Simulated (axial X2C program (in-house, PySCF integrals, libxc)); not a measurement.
**IrCa: from the state search to constants**

Aim: find the lowest determinant of IrCa, scan the bond at several levels and fit the constants, once spin-free and once with spin–orbit coupling.

Computed with an in-house X2C program for linear molecules on PySCF integrals. Level: all-electron X2C, Ir dyall-v3z, Ca dyall-v3z.

All values are calculated.

## 1. Input

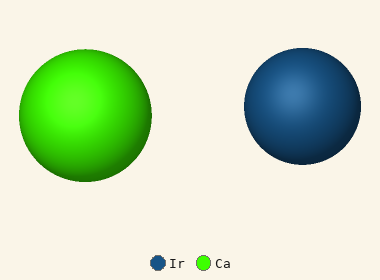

The two atoms at 2.930 Å (iridium blue, calcium green).

File task.json:

```json
{
 "zs": [
  77,
  20
 ],
 "q": 0,
 "bas": [
  "dyall-v3z",
  "dyall-v3z"
 ],
 "levels": [
  "PBE0",
  "HF",
  "M06",
  "BHandHLYP"
 ],
 "cc": false,
 "r0": 2.93,
 "npts": 10,
 "nst": 2,
 "ntry": 6
}
```

Keys: zs atomic numbers; q charge; bas basis sets; levels methods (HF also brings MP2); cc coupled cluster on or off; r0 starting distance in Å; npts points asked for on the curve; nst determinants followed; ntry starts of the search.

Command:

```sh
> python so2c.py task.json out
```

Spin-free means the one-electron spin-free X2C Hamiltonian; two-component (2c) means X2C with spin–orbit coupling and atomic mean-field two-electron Coulomb and Gaunt terms. Basis: Ir dyall-v3z contracted to [13s14p9d6f2g], Ca dyall-v3z contracted to [11s12p4d3f]; Gaussian nuclei, density fitting. Masses: Ir 192.963 u, Ca 39.963 u.

Notation: σ, π±, δ± give the projection m of an orbital's angular momentum (0, ±1, ±2), α and β its spin, Λ and M_S the sums; ω is the projection of a spinor's total angular momentum and Ω the sum. Logs are in hartree.

Further steps of the session: PBE0, spin-free; HF, spin-free; M06, spin-free; BHandHLYP, spin-free; PBE0, 2c; HF, 2c; M06, 2c; BHandHLYP, 2c.

Before running it: what results should come out? Wanted: for each run, Hamiltonian; Re; ωe; De; μ.

The runs gave:

Lowest determinant that the search found at its distance (another Ω component may lie lower), spin-free: M_S = 3/2, Λ = 2 (beyond closed shells: 2 × σα, δ+α, δ+β, δ-α).

Lowest determinant that the search found at its distance (another Ω component may lie lower), 2c: Ω = 7/2 (excess of +ω over −ω: 2 × ω = 1/2, ω = 5/2).

```tsv
Hamiltonian	level	Re (Å)	ωe (cm⁻¹)	De (eV)	μ (D)
spin-free	PBE0	2.734	207.1	2.02	2.09
spin-free	M06	2.804	183.1	1.36	2.69
spin-free	BHandHLYP	2.789	194.5	1.48	2.41
2c	PBE0	2.738	206.9	1.94	2.13
2c	M06	2.800	185.7	1.25	2.74
2c	BHandHLYP	2.791	195.1	1.32	2.45
```

Dipoles are positive if Ca is the positive end. No constants: spin-free HF (too few points lie around the minimum for a second fit to confirm the first); spin-free MP2 (the reference is strongly spin-contaminated); 2c HF (too few points lie around the minimum for a second fit to confirm the first); 2c MP2 (the reference is strongly spin-contaminated).

What this shows: At PBE0, going from spin-free to two-component changes Re by +3 mÅ, ωe by -0.1 %, which is small (part of it comes from the scalar share of the two-electron terms). It costs about 1.5 times the time. De moves by -0.08 eV; both De rest on single-determinant atoms, which can miss part of an open shell's spin–orbit lowering.

De refers to Ir + Ca, the ground-state fragments, which need not be this curve's own limit. Each curve is one determinant whose occupation by symmetry is held fixed; it was picked as the lowest of a PBE0 search that is not exhaustive. De is counted from the lowest determinant-based energies of the atoms at the same level, without counterpoise correction. Density functionals use the spin component along the axis (collinear). The meta-GGAs lack a current-density term, which matters for open shells with orbital currents, atoms included. With several unpaired electrons one determinant need not be a pure state.
